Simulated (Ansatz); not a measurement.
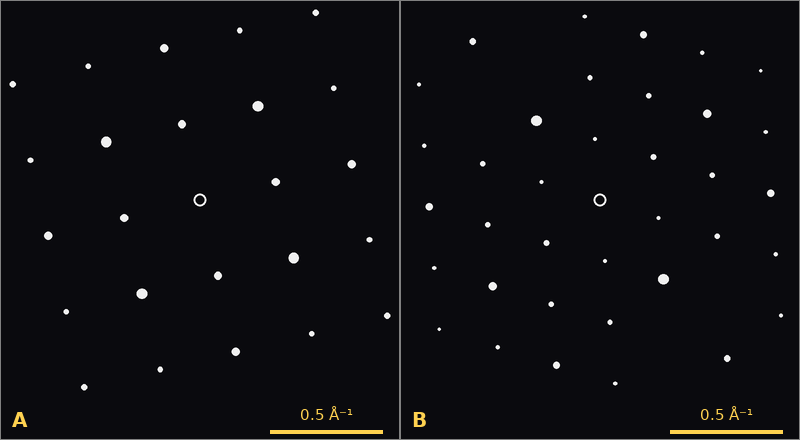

Kinematic electron diffraction patterns (200 kV, B = 0.5 Å², same scale, each along a low-index zone) of two structures of composition LiB4O2, each relaxed at zero pressure with DFT PBE, scalar-relativistic, plane waves, PAW in Ansatz.

The structures (standard cells):
1. I4/mmm (No. 139), a = 4.035 Å, c = 11.038 Å, 14 atoms; generated start, possibly hypothetical
2. I4/mmm (No. 139), a = 4.372 Å, c = 6.465 Å, 14 atoms; generated start, possibly hypothetical

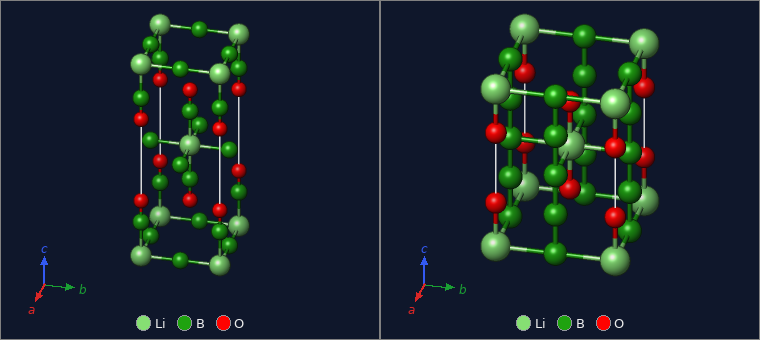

Drawings of the structures 1 to 2, from left to right (each may span several cells).

> Which pattern belongs to which structure, and along which zone?

A is structure 1 along [001]: square net of 1 -1 0 at d = 2.85 Å and 1 1 0 at d = 2.85 Å, 90.0° apart. B is structure 2 along [100] or an equivalent direction: centred rectangular net of 0 1 -1 (weak) at d = 3.62 Å and 0 1 1 (weak) at d = 3.62 Å, 68.1° apart (some points of this net are extinct or too weak to see).

> Which structure lies lowest at this level of theory, and by how much?

Structure 2 (I4/mmm, 8.83 Å³ an atom) is the lowest of these; structure 1 (I4/mmm, 12.84 Å³ an atom) lies about 320 meV an atom higher. These are static energies at 0 K; other structures, not shown, may lie lower still.
